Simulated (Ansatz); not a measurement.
**Nudged elastic band of GaH₃O (part 2 of 2)**

The same run, continued: GaH₃O; RKS PBE0/def2-SVP (Ansatz 0.2.0). The run did not end well. It belongs to a series of runs on one base structure; here: band between the two ends.

Geometry of the input (Å):
```
Ga 0.2559  -0.0738  0.3208
H  0.2306  -0.0246  1.8876
O  1.8110  -0.4301  -0.4819
H  2.5552  -0.5738  0.1115
H  -0.9180  0.1505  -0.6795
```

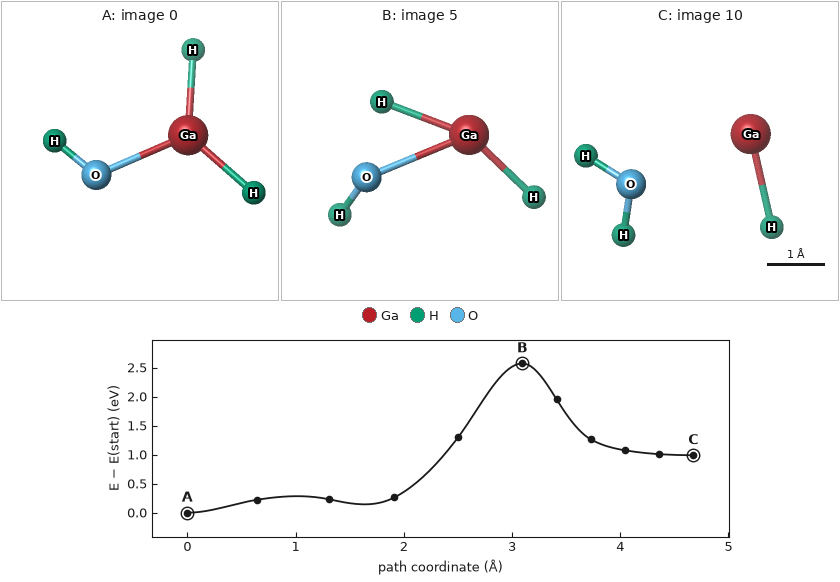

Images of the last band (counted from 0; ball-and-stick, seen on its broad side) above the energy along the path; the line is a cubic interpolation that uses the forces. The highest image is number 5, 2.572 eV above the start and 1.582 eV above the end (the climbing image); the end lies 0.989 eV above the start. The path is 4.67 Å long. The band had not converged after 60 iterations.

```
Unfinished report: {"positions_ang":[[-0.1903508103048299,0.12945475433769243,0.41437798874264536],[1.0270815143396583,-0.11377190765571372,1.4982324348513583],[1.7736150423548698,-0.09668966544438382,0.3030738111032324],[2.273402090505643,-0.8375979050103043,-0.07766474481742192],[-0.9490468368953406,-0.03329527622729044,-0.979518479879815]],"unchecked":["starts","cluster_reference","orbital_swaps","neighbouring_geometries","increment"],"mean_field":{"relativity":"none","state":{"energy":{"ev":-54454.06079210024,"hartree":-2001.1498238215943},"converged":true,"gradient_ev":0.00001143017193384977,"stability":{"kind":"minimum","curvature_ev":20.31147067373191},"curvature_floor_ev":0.00030000000000000003,"spin_squared":-1.4210854715202004e-14},"others":[],"fillings":{"estimated":0,"unestimated":0,"tried":0,"untried":0,"excluded_magnetic_sites":0},"n_dropped_functions":0,"n_trapped_functions":0,"passes":{"evaluations":2,"products":13},"factors":{"origin":"Cholesky decomposition","count":644,"bound_ev":0.0012229964494827798},"gradient_stop_ev":0.00009,"reference_kind":"stationary","functional":{"name":"PBE0","citations":["Adamo & Barone, J. Chem. Phys. 110, 6158 (1999) doi:10.1063/1.478522","Perdew, Burke & Ernzerhof, Phys. Rev. Lett. 77, 3865 (1996) doi:10.1103/PhysRevLett.77.3865"],"text":"name \"PBE0\"\ncite \"Adamo & Barone, J. Chem. Phys. 110, 6158 (1999) doi:10.1063/1.478522\"\ncite \"Perdew, Burke & Ernzerhof, Phys. Rev. Lett. 77, 3865 (1996) doi:10.1103/PhysRevLett.77.3865\"\nparent pbe\nparameter a = 0.25\nparameter kappa = 0.804\nparameter beta = 0.06672455060314922\nexchange = (1 - a)*pbe_x(kappa = kappa, mu = beta*pi^2/3) + a*exact_x\ncorrelation = pbe_c(beta = beta)\n","parameters":{"a":{"value":0.25,"default":0.25},"beta":{"value":0.06672455060314922,"default":0.06672455060314922},"kappa":{"value":0.804,"default":0.804}},"final_grid":{"core_spheres":13.0,"valence_spheres":11.0,"degree":36.0},"final_grid_parameter_source":"default","radial_points_factor":1.0,"radial_grid_error_ev":3.235511906987185e-7,"grid_sensitivity":"normal","grid_sensitivity_ratio":0.001870803151768979},"unsmoothed_excess_ev":-0.000025207740979953916,"symmetry":{"irreps":["A"],"axes":[[0.9995141838094509,-0.013912773328305365,-0.027889623555054036],[0.012656145948574834,0.9989185749604953,-0.044738155623832675],[0.028481894836120066,0.044363445957331736,0.9986093662335315]],"occupied":[{"A":21},{"A":21}]},"held":{"pivots":644,"left_out":0,"joined":0},"density_repulsion":{"missed_ev":0.000012773967186377794,"excess_ev":0.0,"most_excess_ev":0.0001134,"are_drawn_again":false,"n_first_factors":644,"energy_change_ev":0.0,"n_dropped_ends":0}},"factors":{"origin":"Cholesky decomposition","count":644,"bound_ev":0.0012229964494827798},"n_frozen":0,"n_occupied":[21,21],"n_virtual":[40,40],"reference":{"ev":-54454.06079210024,"hartree":-2001.1498238215943},"total":{"ev":-54454.06079210024,"hartree":-2001.1498238215943},"forces_ev_per_angstrom":[[-7.024765359223701e-7,-1.524794744485734e-6,2.358480535865204e-6],[-3.4018174683239995e-6,-1.5808434851006932e-6,3.638509712339872e-6],[0.00001174391884786634,7.683118093004823e-6,-3.092958344785101e-6],[-7.349259189658492e-6,-3.695302599443881e-6,-5.860802092077485e-7],[-2.9036755692057124e-7,-8.821780783859753e-7,-2.3179529996937233e-6]],"charge_distribution":{"dipole_moment_e_ang":[-0.013688971429753144,-0.2595257143417446,-0.10687441342577442],"mulliken_charges_e":[0.1939975240052796,0.19900248196533998,-0.4480253179793863,0.1779947925212947,-0.12296948051250567],"lowdin_charges_e":[0.029339386761431996,0.07247013298845428,0.011981559904109318,-0.013631073643000091,-0.10016000601100017]},"n_threads":1,"memory_gib":1.7045454550534487,"seconds":{"hamiltonian":1.040416476,"orbitals":0.0,"second_order":0.0,"solver_start":0.0,"cycles":0.0,"cycle":0.0,"perturbative":0.0,"full_ci_increment":0.0,"forces":0.0}}
this run last wrote the band of iteration 60 to [file]
Error: NEB band did not converge after 60 iterations: max|band force component| = 3.49e-1 eV/Å (threshold 3.0e-2); raise `neb.max_iterations` in a new run, which can start from the last band evaluated (`neb.initial_path`, with `crystal.atoms` and `neb.final_atoms` set to its first and last images), add images, or start from endpoints closer to local minima. Where this run's directory can be resumed (`checkpoint.write`), a resume goes on for up to `neb.max_iterations` more; to start a new run from the last band, take its images' positions from the `neb_iteration` event of iteration 60 (`data.images[].positions_ang`), in the event stream of the run that computed that iteration (not this run's, if it was resumed behind it). With `checkpoint.write`, `steps/00-neb/state/checkpoint.json` in the run directory holds the last saved band, under `neb.evaluated.images[].positions_ang` (a band under a hybrid functional on support functions is neither saved nor resumed: `neb.initial_path` says where its path is): check the last entry of `neb.iterations` there, which is earlier than 60 if that iteration was not saved or its write failed. If the band's step has no `state` directory and holds `state.next`, a write was cut short, and the file is under `state.next` instead (behind a loss of power it can be under `state.prev`)
this run wrote the band of iteration 60 to [file] as well, whether or not its events were kept: a new run's `neb.initial_path` can list its `images[].positions_ang`
a run's events are kept only if it was started with --events-out <file>, and are in that file
```

The last band as extended XYZ (Å, eV, eV/Å)
```
5
Properties=species:S:1:pos:R:3:forces:R:3 image=0 energy=-54456.63241
Ga    0.2559   -0.0738    0.3208    0.0000   0.0004   0.0026
H     0.2306   -0.0246    1.8876    0.0001  -0.0001   0.0028
O     1.8110   -0.4301   -0.4819    0.0146  -0.0035   0.0013
H     2.5552   -0.5738    0.1115   -0.0157   0.0034  -0.0054
H    -0.9180    0.1505   -0.6795    0.0009  -0.0002  -0.0012
5
Properties=species:S:1:pos:R:3:forces:R:3 image=1 energy=-54456.40951
Ga    0.2796   -0.0435    0.4003   -0.0254  -0.0120  -0.0435
H     0.0580    0.0818    1.9490    0.1095  -0.0613   0.0037
O     1.9232   -0.1242   -0.2930   -0.1067   0.0087  -0.1615
H     2.5206   -0.8688   -0.2143    0.0779   0.0001   0.2223
H    -0.8467    0.0028   -0.6834   -0.0553   0.0645  -0.0210
5
Properties=species:S:1:pos:R:3:forces:R:3 image=2 energy=-54456.40304
Ga    0.3743   -0.0240    0.4948   -0.0007  -0.1056  -0.1459
H    -0.1708    0.2180    1.9622    0.5889   0.0502  -0.0934
O     2.0955   -0.1804   -0.0259   -0.2274  -0.1229   0.5981
H     2.3490   -0.8682   -0.6540   -0.2720   0.2766  -0.0251
H    -0.7133   -0.0973   -0.6186   -0.0888  -0.0984  -0.3338
5
Properties=species:S:1:pos:R:3:forces:R:3 image=3 energy=-54456.36943
Ga    0.2076   -0.0138    0.3814    0.2803  -0.1029   0.0554
H     0.2691    0.1473    1.9190   -0.6707   0.2652   0.2696
O     1.9604   -0.2212    0.1362    0.2060  -0.1847  -0.0278
H     2.3504   -0.8231   -0.4947    0.0459   0.0436  -0.4889
H    -0.8527   -0.0411   -0.7833    0.1384  -0.0212   0.1918
5
Properties=species:S:1:pos:R:3:forces:R:3 image=4 energy=-54455.32689
Ga    0.0485    0.0467    0.3524    1.0954  -0.3880  -0.2646
H     0.6589   -0.0061    1.7664   -1.6415   0.4709   1.2024
O     1.8463   -0.1156    0.1407    0.3103  -0.0763  -0.7391
H     2.3192   -0.8630   -0.2173    0.2041  -0.0946  -0.6580
H    -0.9382   -0.0140   -0.8837    0.0317   0.0880   0.4594
5
Properties=species:S:1:pos:R:3:forces:R:3 image=5 energy=-54454.06077
Ga   -0.1904    0.1295    0.4144    0.0000   0.0000   0.0000
H     1.0271   -0.1138    1.4982    0.0000   0.0000   0.0000
O     1.7736   -0.0967    0.3031    0.0000   0.0000   0.0000
H     2.2734   -0.8376   -0.0777    0.0000   0.0000   0.0000
H    -0.9490   -0.0333   -0.9795    0.0000   0.0000   0.0000
5
Properties=species:S:1:pos:R:3:forces:R:3 image=6 energy=-54454.68172
Ga   -0.3405    0.1500    0.4242   -1.4383   0.3484   0.2713
H     1.1915   -0.1838    1.3664    1.9799  -0.4392  -1.3995
O     1.7401   -0.0781    0.4184   -0.3069   0.1051   0.8955
H     2.2536   -0.8105    0.0157   -0.3389   0.0512   0.7156
H    -0.9101   -0.0295   -1.0662    0.1042  -0.0655  -0.4829
5
Properties=species:S:1:pos:R:3:forces:R:3 image=7 energy=-54455.36914
Ga   -0.5431    0.1725    0.4177   -0.6954   0.1393   0.0958
H     1.3622   -0.2574    1.3521    0.7639  -0.1860  -0.1008
O     1.7172   -0.0484    0.4628   -0.0516   0.0878   0.0276
H     2.2283   -0.7958    0.1162   -0.1404  -0.0200   0.2219
H    -0.8299   -0.0228   -1.1903    0.1234  -0.0211  -0.2445
5
Properties=species:S:1:pos:R:3:forces:R:3 image=8 energy=-54455.55811
Ga   -0.6975    0.2107    0.3662   -0.1558   0.0413  -0.0112
H     1.5427   -0.2792    1.4481    0.2267  -0.0160   0.0820
O     1.6254   -0.0749    0.5085   -0.0877  -0.0264   0.0157
H     2.1681   -0.7761    0.1227   -0.0663   0.0197  -0.0380
H    -0.7040   -0.0324   -1.2869    0.0831  -0.0185  -0.0485
5
Properties=species:S:1:pos:R:3:forces:R:3 image=9 energy=-54455.62394
Ga   -0.7701    0.2644    0.3123   -0.0284   0.0177  -0.0065
H     1.6818   -0.3005    1.5118    0.0671  -0.0064   0.0178
O     1.5106   -0.1114    0.5824   -0.0426  -0.0124   0.0208
H     2.0442   -0.7325    0.0708   -0.0483   0.0203  -0.0340
H    -0.5318   -0.0718   -1.3188    0.0521  -0.0192   0.0020
5
Properties=species:S:1:pos:R:3:forces:R:3 image=10 energy=-54455.64310
Ga   -0.8073    0.3035    0.2696    0.0031  -0.0003  -0.0027
H     1.7600   -0.3710    1.5254    0.0000   0.0033  -0.0091
O     1.4383   -0.1007    0.6577    0.0064  -0.0098   0.0089
H     1.8835   -0.6517    0.0032   -0.0103   0.0077   0.0027
H    -0.3398   -0.1319   -1.2974    0.0008  -0.0010   0.0002
```

Outcome

```csv
quantity,value
outcome,not converged
"barrier, forward (band not converged)",2.572 eV
"barrier, backward",1.582 eV
wall time,10 min
peak memory,0.12 GiB
```

Diagnosis

The run did not converge: “NEB band did not converge after 60 iterations: max|band force component| = 3.49e-1 eV/Å (threshold 3.0e-2); raise `neb.max_iterations` in a new run, which can start from the last band evaluated (`neb.initial_path`, with `crystal.atoms` and `neb.final_atoms` set to its first and last images), add images, or start from endpoints closer to local minima …” Its last values are not results.
